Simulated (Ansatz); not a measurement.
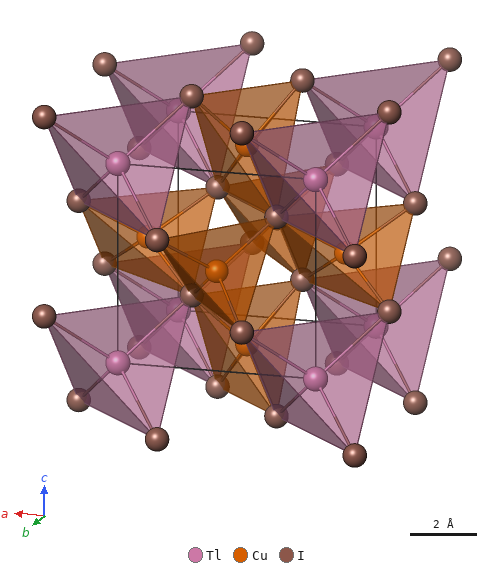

This is the input geometry for a relaxation of crystalline TlCu₃I₄ (built on the CdHg3Te4-215 type type). A polyhedral model of the cell of the calculation, seen from a free direction.

Theory: Ansatz 0.2.0, DFT, r2SCAN+rVV10, plane waves, PAW.

Input
```yaml
crystal:
  lattice:
    - [6.3523826579, 0.0, 0.0]
    - [0.0, 6.3523826579, 0.0]
    - [0.0, 0.0, 6.3523826579]
  atoms:
    - { symbol: Tl, position: [0.0, 0.0, 0.0] }
    - { symbol: Cu, position: [0.0, 0.5, 0.5] }
    - { symbol: Cu, position: [0.5, 0.0, 0.5] }
    - { symbol: Cu, position: [0.5, 0.5, 0.0] }
    - { symbol: I, position: [0.2853651069, 0.2853651069, 0.2853651069] }
    - { symbol: I, position: [0.7146348931, 0.7146348931, 0.2853651069] }
    - { symbol: I, position: [0.2853651069, 0.7146348931, 0.7146348931] }
    - { symbol: I, position: [0.7146348931, 0.2853651069, 0.7146348931] }
kpoints:
  mp_grid: { grid: [4, 4, 4] }
hamiltonian:
  xc: r2scan
  dispersion: rvv10
scf:
  occupations: { method: fermi_dirac, width: 0.03 }
relax:
  f_tol: 0.01
  cell: {}
  max_steps: 120
output:
  write_density: true
  write_potential: true
  elf: true
  volumetric_format: npy
```

Run as
```bash
ansatz run input.yaml --threads 4 --pin off --max-ram 4608MiB --backend cpu --events-out ev --progress --plain --runs-dir out
```

Where does the relaxation end?

Over 3 accepted moves (4 points after the start) the energy falls by 15.5 meV per cell of the calculation. Largest force component: 0.041 eV/Å at the start, 0.00038 eV/Å at the end. Pressure: 0.80 GPa at the start and −0.01 GPa at the end. At 1 point the geometry stayed and the basis and grid were re-selected for the new cell (energy shift of 1.4 meV per cell of the calculation at most each time). The largest moves relative to the cell, 0.007 Å, are those of I5, I6, I7 and I8. I6 goes along [1 1 −1]. Tl and Cu stay in place. Cell: a = b = c 6.352 → 6.402 Å (+0.8 %). Volume +2.4 %. Some distances before and after: Cu2–I5 2.647 → 2.669 Å, Tl1–I5 3.140 → 3.158 Å. The space group stays P-43m (No. 215). The run took 69 s on 4 threads of Arm Neoverse V1, with other jobs on the host, peak memory 1.5 GiB.

The structure at the end:

```
Tl Cu I
1.0
     6.40211    0.00000    0.00000
     0.00000    6.40211    0.00000
     0.00000    0.00000    6.40211
Tl Cu I
1 3 4
Direct
  0.00000 0.00000 0.00000
  0.00000 0.50000 0.50000
  0.50000 0.00000 0.50000
  0.50000 0.50000 0.00000
  0.28475 0.28475 0.28475
  0.71525 0.71525 0.28475
  0.28475 0.71525 0.71525
  0.71525 0.28475 0.71525
```
